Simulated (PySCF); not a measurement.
# F3In, SMILES `F[In](F)F`: electronic structure

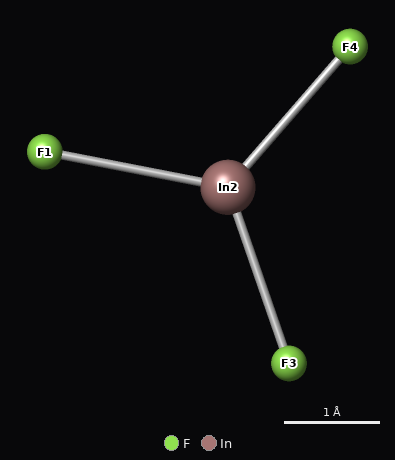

The molecule, with its atoms numbered as below. No frequency check shows the geometry to be a minimum.

Coordinates in Å:

```
F1       1.4977   -1.2696    0.0000
In2      0.0003    0.0000    0.0000
F3       0.3498    1.9324    0.0000
F4      -1.8493   -0.6627    0.0000
```

## 1. Bonding charge

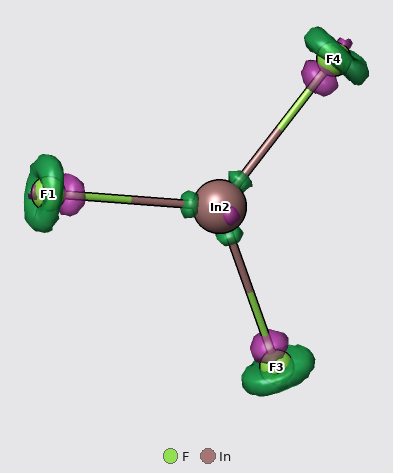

Deformation density (molecule less spherical, spin-averaged free atoms at the same positions), surfaces at ±0.3 e/Å³; green: gain, purple: loss.

Method: PBE/def2-TZVP; geometry: GFN2-xTB; program: PySCF. Core potentials replace the inner electrons of In; spin–orbit coupling isn't included.

Q: How much density has each bond gained at its critical point, relative to the free atoms?

A: F1–In2 and In2–F3: +0.02 e/Å³ at the bond critical point (bond length 1.96 Å, Mayer order 0.9); up to 0.6 Å beside the axis the gain reaches +0.12 e/Å³. In2–F4: +0.02 e/Å³ at the bond critical point (bond length 1.97 Å, Mayer order 0.9); up to 0.6 Å beside the axis the gain reaches +0.12 e/Å³. In all, 1.2 electrons gather in the regions of gain relative to the promolecule. A small or negative value marks a very polar bond, one between electron-rich atoms, whose free-atom densities already overlap strongly, a long bond to a heavier atom, or a closed-shell contact such as a hydrogen bond.

## 2. Bond critical points

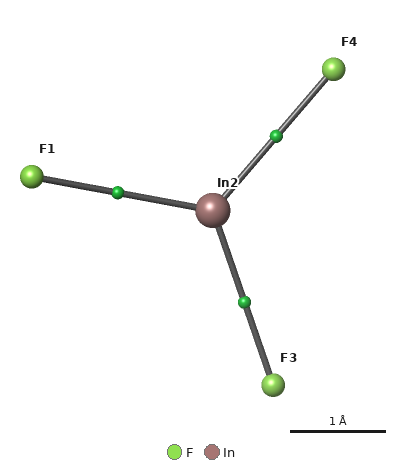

Molecular graph of the electron density (QTAIM): bond paths, bond critical points (green), ring points (magenta, if any); weak paths are dashed.

Q: How many critical points of each kind are there, and does the count close?

A: 4 nuclei, 3 bond, 0 ring and 0 cage critical points: 4 − 3 + 0 − 0 = 1, as the Poincaré–Hopf relation requires.

Q: Give the properties at the bond critical points.

A:
```
            bond  length (Å)  ρ (a.u.)  ∇²ρ (a.u.)     ε  H (a.u.)
F1–In2 (2 alike)       1.963     0.110       +0.55  0.01    −0.028
          In2–F4       1.965     0.110       +0.54  0.01    −0.028
```

Q: What kind of interaction is In2–F4?

A: Polar or intermediate (positive Laplacian, negative energy density H): ρ = 0.110, ∇²ρ = +0.54, H = −0.028 a.u.

## 3. Electrostatic potential

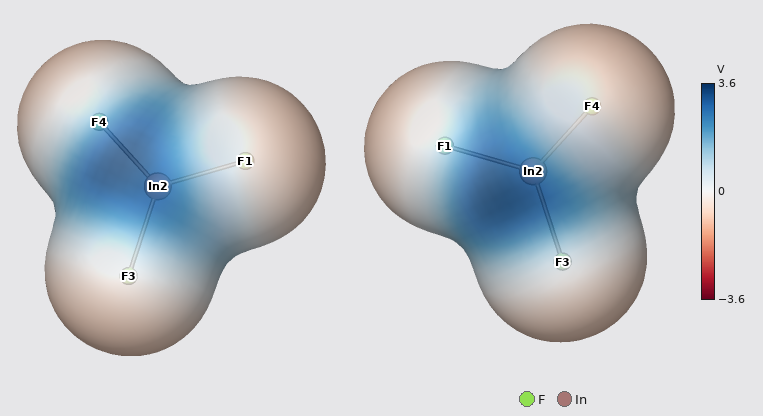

Electrostatic potential on the surface of electron density 0.001 a.u. (back view left, front view right).

Q: Where are the extremes of the potential on the surface?

A: Highest: 3.53 V, off the molecular plane, over In2 (1.9 Å), and at like points elsewhere. Lowest: −0.80 V, 1.6 Å from F4, and at like points elsewhere. The surface is sampled at points, so like sites can differ by a few per cent and only the strongest of them is named.

Q: What volume does the surface enclose, and what is the dipole moment?

A: About 79 Å³; the dipole moment is 0.0 D.

## 4. In an electric field

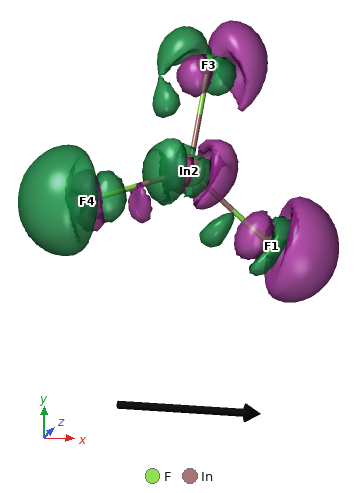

Change of the electron density in a uniform field of 0.21 V/Å along +x (arrow), surfaces at ±0.0015 e/Å³ (green: gain, purple: loss).

Method: PBE/def2-TZVP; geometry: GFN2-xTB; program: PySCF. Core potentials replace the inner electrons of In; spin–orbit coupling isn't included. A basis without diffuse functions makes polarisabilities too small.

Q: How large is the response?

A: The induced dipole is 0.36 D (along the field); α along this axis, from the fields in both directions, is 35 bohr³ (5.2 Å³).

Q: Which atoms gain and lose the most charge?

A: Electrons gather most on F4 (Hirshfeld charge changes by −0.014 e) and leave F1 most (+0.012 e); 0.032 electrons are displaced in all.

The PySCF runs shown took 12 s and 31 s on 1 thread of Arm Neoverse V1 (shared host).
